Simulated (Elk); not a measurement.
Band structure of NaCd3 (Fm-3m, 4 atoms in the cell).

```
NaCd3
1.0
    0.00000     3.53941     3.53941
    3.53941     0.00000     3.53941
    3.53941     3.53941     0.00000
Na Cd
1 3
Cartesian
  0.00000   0.00000   0.00000
  1.76971   1.76971   1.76971
  5.30912   5.30912   5.30912
  3.53941   3.53941   3.53941
```

Level of theory: Elk with LDA (PW92), all-electron FP-LAPW, Elk's shipped species files, APW+lo basis with extra local orbitals.

Settings: xctype = 3; rgkmax = 8; stype = 3; swidth = 0.00367493 Ha; ngridk = 8 8 8; gmaxvr = 16 1/bohr; nxlo = 2; lorbcnd = true; lmaxi = 3.

The starting cell comes from a database of computed structures (which also holds hypothetical and non-ambient phases and stackings), without a prior relaxation at this level. Values depend on the basis (sphere radii, cutoffs, local orbitals), which need not be converged.

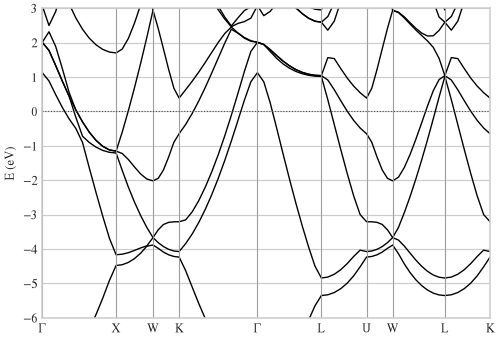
Figure. Bands along the path, energies from the Fermi level.

Levels in eV from the Fermi level, bands 28 to 35:
```tsv
point	28	29	30	31	32	33	34	35
Γ	-8.24	-7.74	1.13	2.01	2.01	2.01	3.08	3.08
X	-8.11	-4.48	-4.17	-1.21	-1.15	-1.15	1.70	7.42
W	-8.07	-3.88	-3.67	-3.67	-2.02	2.94	2.94	4.08
K	-8.11	-4.23	-4.07	-3.21	-0.65	0.39	3.60	5.50
L	-8.15	-5.35	-4.84	1.02	1.04	1.04	2.60	2.60
U	-8.11	-4.23	-4.07	-3.21	-0.65	0.39	3.60	5.50
```

Bands cross the Fermi level along this path, so the cell is metallic at this level.
